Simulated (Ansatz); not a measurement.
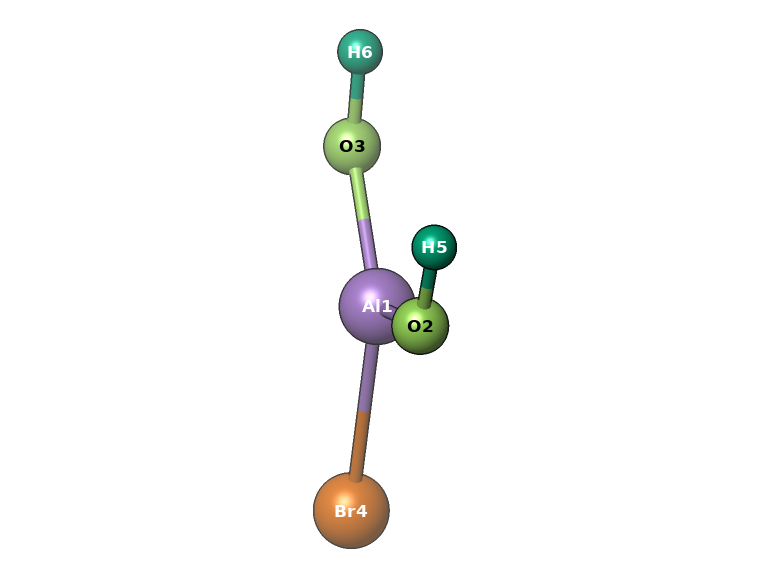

Al1 lies behind O2. The molecule seen a little off the O2–Al1 bond, O2 in front. Depth is shown by fading: the farther an atom, the more it takes the colour of the background. The computed structure is the end point of a PBE0-D4/def2-TZVP optimisation.

Question: What is the torsion angle H5–O2–Al1–Br4? The sign is positive where the front bond must turn clockwise to cover the back bond.

Answer: 180°, antiperiplanar (anti).
